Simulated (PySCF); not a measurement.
Consider C6H11NO2Si.

Input

```
{"job": {"kind": "nmr", "xc": "PBE0", "basis": "pcSseg-1"}, "charge": 0, "multiplicity": 1}
C     -2.655578     0.478296    -1.598184
C     -2.262640    -0.828797    -0.918347
N     -0.850261    -0.870384    -0.609242
C     -0.375222    -0.697024     0.636719
O     -1.062315    -0.610954     1.635767
C      1.138217    -0.643857     0.724300
Si     1.889769     0.371964     2.166417
C      2.765246     1.048225     0.590721
C      1.814602     0.263503    -0.281584
O      1.570874     0.387847    -1.454583
H     -3.712585     0.464025    -1.850038
H     -2.464896     1.318193    -0.934320
H     -2.080571     0.619434    -2.511379
H     -2.502171    -1.677055    -1.568121
H     -2.795268    -0.941640     0.028520
H     -0.207470    -0.743060    -1.381277
H      1.502846    -1.667821     0.628568
H      2.733293    -0.371442     3.097838
H      0.983599     1.321555     2.790425
H      3.783057     0.685238     0.451948
H      2.778555     2.110696     0.355381
```

Command:

```sh
OMP_NUM_THREADS=1 python probes_run.py task.json out
```

Geometry: GFN2-xTB.

Method: PySCF 2.14.0, PBE0/pcSseg-1, SCF density, gas phase, non-relativistic.

### Predict the electron density and electron localisation function between the atoms.

C–O (1.22 Å): the density is about 3.2 e/Å³ at the midpoint; the ELF peaks at about 0.85 between the atoms: a multiple bond.
C–N (1.34 Å): the density is about 2.4 e/Å³ at the midpoint; the ELF peaks at about 0.90 between the atoms (localised, covalent bonding).
C–C (1.52 Å): ρ at the midpoint is about 1.7 e/Å³; the ELF peaks at about 0.95 between the atoms, as expected for a covalent bond.
N–H (1.01 Å): ρ at the midpoint is about 2.9 e/Å³; the ELF climbs to about 1 towards the hydrogen, as it does in any bond to H: an ordinary covalent bond to hydrogen.

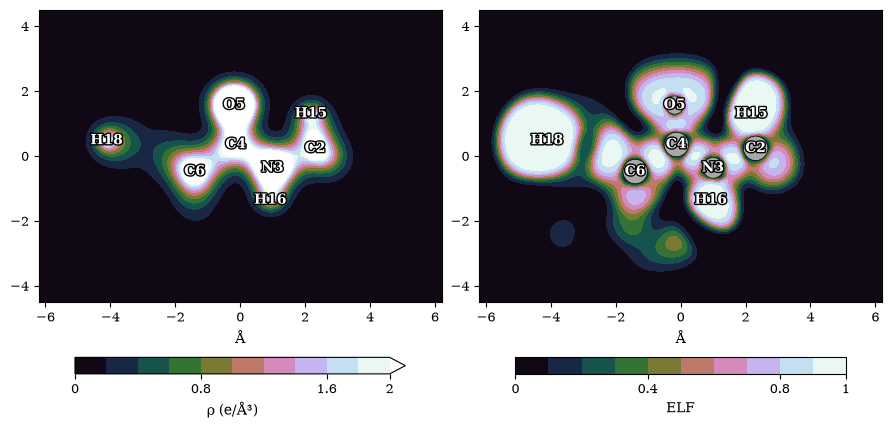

Computed electron density and electron localisation function on the plane of atoms O5, C4 and C6, in this order. Grey discs cover the atomic cores in the ELF map. 
